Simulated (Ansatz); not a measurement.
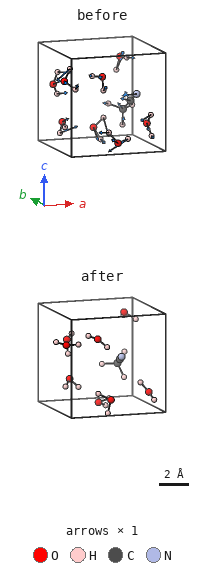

The structure of an amorphous cell of composition H19C2NO8 before (top) and after (bottom) a relaxation, at one scale. The blue arrows give the displacements, at their true length.

A ball-and-stick model of the cell of the calculation, seen slightly off an axis.

The cell holds 8 H2O + 1 CH3CN. The run prepares the start of a later molecular dynamics calculation, from a guessed geometry.

All numbers below come from Ansatz 0.2.0, DFT PBE-D3(BJ), scalar-relativistic, plane waves, PAW. (plane-wave cutoff 420 eV; k-point mesh 1 × 1 × 1; occupations fermi dirac; smearing width 0.02 eV; no spin polarisation; atoms relaxed in a fixed cell; force threshold 0.3 eV/Å; at most 15 steps)

Q: What changed between the two?

A: The relaxation stopped without meeting its thresholds, so the last structure isn't shown to be converged. It used up its limit of 15 steps. The largest move is that of an H atom, 1.68 Å along [−3 1 −2]. Largest moves by element: H 1.68 Å, N 1.11 Å, O 1.08 Å, C 0.78 Å. The cell stays as it was. Among the contacts that change: H–O 0.969 → 0.996 Å, C–C 1.461 → 1.445 Å, C–N 1.178 → 1.164 Å, C–H 1.092 → 1.100 Å. Among the angles between lasting bonds that change: C–C–N 180.0° → 177.3°, H–O–H 104.0° → 106.6°, H–O–H 104.0° → 101.8°. After 14 geometry steps the energy has fallen by 7.354 eV per cell of the calculation. Largest force component: 2.9 eV/Å at the start, 0.69 eV/Å at the end.

Limits of the set-up: the periodic images lie only 6.9 Å apart, so the values are limited by the cell's size.
